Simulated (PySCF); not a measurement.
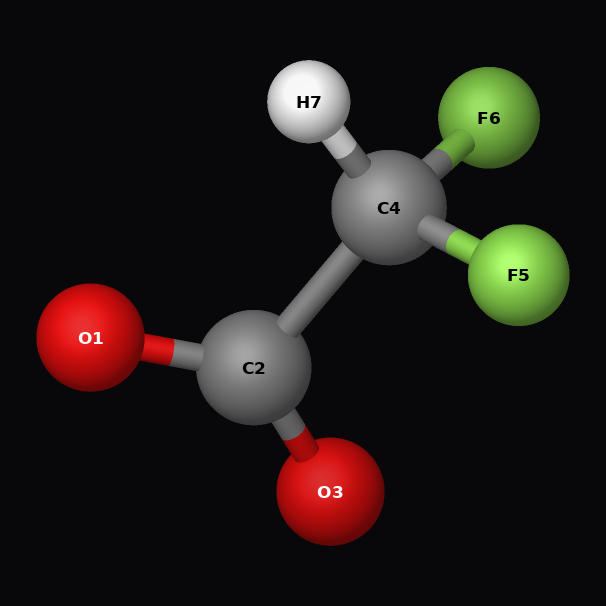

State: charge −1, singlet. Geometry: an end point of a reaction path computed with GFN2-xTB. Method: B3LYP/pcJ-1 indirect spin-spin coupling, non-relativistic, gas phase (PySCF 2.14.0). Isotopes: 13C, 19F, 1H, 17O.

Give the spin–spin coupling constants of these pairs, with the number of bonds between them: O1/C2, C2/C4, C2/O3, C4/H7, C4/F6, O1/C4, C2/F6, O3/C4, F5/F6, F5/H7, O1/F5, O3/F6.

| pair | bonds apart | J (Hz) |
| --- | --- | --- |
| O1, C2 | 1 | 26.6 |
| C2, C4 | 1 | 54.7 |
| C2, O3 | 1 | 26.8 |
| C4, H7 | 1 | 180.0 |
| C4, F6 | 1 | −339.0 |
| O1, C4 | 2 | −20.6 |
| C2, F6 | 2 | 18.9 |
| O3, C4 | 2 | −13.3 |
| F5, F6 | 2 | 285.0 |
| F5, H7 | 2 | 68.3 |
| O1, F5 | 3 | −2.2 |
| O3, F6 | 3 | 4.2 |

Density functionals are unreliable for couplings to fluorine, so those rows may be far off.
